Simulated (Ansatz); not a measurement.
**BCCD(T)/STO-3G run of BOF (fluoro(oxo)borane)**

Aim: the vertical singlet–triplet gap of BOF (fluoro(oxo)borane) at BCCD(T)/STO-3G, from 2 runs. 

The results are computed with Ansatz 0.2.0.

## (1) Starting point

BOF: 3 atoms, total charge 0, spin state singlet. As SMILES, `O=BF`. The shape is that of a PBE0-D4/def2-TZVP optimisation.

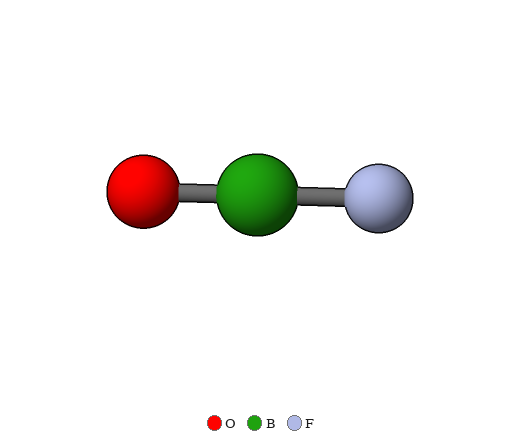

Viewed from a chosen angle; oxygen red, boron green, fluorine light blue.

## (2) The energy at BCCD(T)/STO-3G

Input file run.yaml:

```yaml
crystal:
  periodic: [false, false, false]
  atoms:
    - {symbol: O, position_ang: [0.983100, -0.565100, 0.479900]}
    - {symbol: B, position_ang: [0.020300, -0.011600, 0.009900]}
    - {symbol: F, position_ang: [-1.003400, 0.576800, -0.489800]}
basis:
  gaussian:
    orbitals: STO-3G
scf:
  omitted_lower_state_checks: [cluster_reference, increment]
correlation:
  method: bccd_t
  frozen_orbitals: {B: 1, F: 1, O: 1}
accuracy: high
```

Command:

```console
$ ansatz run run.yaml --threads 1 --pin off --max-ram 2610MiB --events-out events.jsonl --progress --plain --runs-dir runs
```

The program printed:

```text
Warning: RAYON_NUM_THREADS=1 ignored (pool sized by the plan → 1); use --threads N
Functional definition: HF
  name "HF"
  exchange = exact_x
  correlation = 0
these checks for a lower state are left out or cut short: cluster_reference, increment
248 factors; integrals over basis functions are off by at most 3.4e-8 eV
mean field evaluation 1: about -5338.3520 eV, gradient 3.4e1 eV
mean field evaluation 2: about -5338.3823 eV, gradient 3.4e1 eV
mean field evaluation 4: about -5342.3230 eV, gradient 2.4e0 eV
mean field evaluation 8: about -5342.3527 eV, gradient 6.3e-2 eV
mean field -5342.35269246 eV, -196.3278402711 hartree, gradient 1.6e-8 eV, S^2 0.000000; 0 other end points of the search recorded, 0 dependent functions left out
3 core orbitals not correlated: weight in the atoms' cores, before any rotation towards them, 1.000 or more for the frozen orbitals, at most 0.000 for the correlated occupied ones
reference -5342.35269246 eV, -196.3278402711 hartree; 8, 8 occupied and 4, 4 virtual orbitals, 248 factors
second order -3.78524455 eV of doubles, -0.00000000 eV of singles
cycle   1  -3.45220841 eV  change    3.3e-1 eV  update   1.2e-1
cycle   2  -3.78175271 eV  change   -3.3e-1 eV  update   5.2e-2
cycle   3  -3.82181313 eV  change   -4.0e-2 eV  update   1.3e-2
cycle   4  -3.82563444 eV  change   -3.8e-3 eV  update   4.3e-3
cycle   5  -3.82826662 eV  change   -2.6e-3 eV  update   1.3e-3
cycle   6  -3.82923745 eV  change   -9.7e-4 eV  update   2.9e-4
cycle   7  -3.82925650 eV  change   -1.9e-5 eV  update   1.0e-4
cycle   8  -3.82917208 eV  change    8.4e-5 eV  update   3.1e-5
cycle   9  -3.82918831 eV  change   -1.6e-5 eV  update   1.1e-5
cycle  10  -3.82918492 eV  change    3.4e-6 eV  update   1.9e-6
cycle  11  -3.82918519 eV  change   -2.7e-7 eV  update   4.1e-7
cycle  12  -3.82918526 eV  change   -6.4e-8 eV  update   1.1e-7
cycle  13  -3.82918520 eV  change    6.1e-8 eV  update   3.9e-8
cycle  14  -3.82918452 eV  change    6.7e-7 eV  update   1.0e-7
cycle  15  -3.82918460 eV  change   -7.7e-8 eV  update   3.7e-8
cycle  16  -3.82918456 eV  change    4.1e-8 eV  update   1.1e-8
cycle  17  -3.82918456 eV  change   -1.3e-9 eV  update   4.3e-9
cycle  18  -3.82918456 eV  change  -6.0e-10 eV  update   2.0e-9
cycle  19  -3.82918456 eV  change   -2.2e-9 eV  update  6.5e-10
cycle  20  -3.82918456 eV  change   4.3e-10 eV  update  2.0e-10
perturbative correction -0.40453474 eV, -0.0148663774 hartree
Total energy: -5346.58641176 eV, -196.4834265856 hartree
Checks for a lower state left out: cluster_reference, increment
```

Run time: 0.2 s. Hardware: 1 thread of Intel Xeon Platinum 8488C (Sapphire Rapids), shared host.

## (3) The triplet at the same level

Input file job.yaml:

```yaml
crystal:
  periodic: [false, false, false]
  atoms:
    - {symbol: O, position_ang: [0.983100, -0.565100, 0.479900]}
    - {symbol: B, position_ang: [0.020300, -0.011600, 0.009900]}
    - {symbol: F, position_ang: [-1.003400, 0.576800, -0.489800]}
basis:
  gaussian: {orbitals: STO-3G}
accuracy: high
scf: {omitted_lower_state_checks: [cluster_reference, increment]}
correlation: {method: bccd_t, frozen_orbitals: {B: 1, F: 1, O: 1}}
magnetization: {spin_polarized: true, initial_magnetization: 2}
```

Command:

```console
$ ansatz run job.yaml --threads 1 --pin off --max-ram 2610MiB --events-out events.jsonl --progress --plain --runs-dir runs
```

The program printed:

```text
Warning: RAYON_NUM_THREADS=1 ignored (pool sized by the plan → 1); use --threads N
[... 31 lines left out ...]
3 core orbitals not correlated: weight in the atoms' cores, before any rotation towards them, 1.000 or more for the frozen orbitals, at most 0.000 for the correlated occupied ones
[... 39 lines left out ...]
Total energy: -5338.19278067 eV, -196.1749663327 hartree
Checks for a lower state left out: cluster_reference, increment
```

Wall time 1.9 s (1 thread of Intel Xeon Platinum 8488C (Sapphire Rapids), shared host).

## (4) Outcome

Level: BCCD(T)/STO-3G, 3 core orbitals frozen.

| quantity | value |
| --- | --- |
| singlet: total energy | -196.48343 Eh |
| singlet: correlation energy (3 core orbitals frozen) | -155.6 mEh |
| singlet: (T) correction | -14.87 mEh |
| triplet: total energy | -196.17497 Eh |
| triplet: correlation energy (3 core orbitals frozen) | -98.3 mEh |
| triplet: (T) correction | -10.38 mEh |
| triplet: ⟨S²⟩ of the reference determinant | 2.008 |
| vertical energy of the triplet above the singlet | 8.394 eV |

At this shape the triplet lies 8.39 eV (810 kJ/mol) above the singlet. In a minimal basis such a difference can be off by several eV, whatever the method. The triples (singlet) make up 9.6 % of the correlation energy. The triples (triplet) make up 10.6 % of the correlation energy.
